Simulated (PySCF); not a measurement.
Al(Cl)(Me)(Ph), C₇H₈AlCl, SMILES [CH3][Al]([Cl])[c]1ccccc1 at its GFN2-xTB optimised geometry (Å):

```
17

Al     1.0461     1.2664     0.0000
Cl     3.0795     1.2664     0.0000
C      0.0312     2.9814     0.0000
H     -0.5965     3.0994    -0.8880
H      0.7096     3.8411     0.0271
H     -0.6394     3.0766     0.8586
C      0.0926    -0.4795    -0.0013
C     -1.3047    -0.5082     0.0042
C     -1.9982    -1.7052     0.0028
C     -1.3047    -2.9049    -0.0046
C      0.0805    -2.9033    -0.0105
C      0.7696    -1.7029    -0.0087
H     -1.8472     0.4297     0.0095
H     -3.0795    -1.7077     0.0076
H     -1.8446    -3.8411    -0.0058
H      0.6207    -3.8401    -0.0167
H      1.8544    -1.7052    -0.0133
```

Level of theory: PBE0/def2-SVP (PySCF). Cells within 0.4 Å of a nucleus heavier than hydrogen are left out (blank, or x).

Map of the deformation density (molecule minus spherical neutral atoms) (e/bohr³) on the plane z = 0.0 Å:

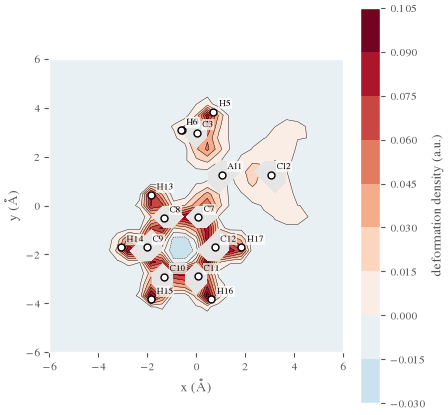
*Deformation density (molecule minus spherical neutral atoms) (e/bohr³) on the plane z = 0.0 Å.*
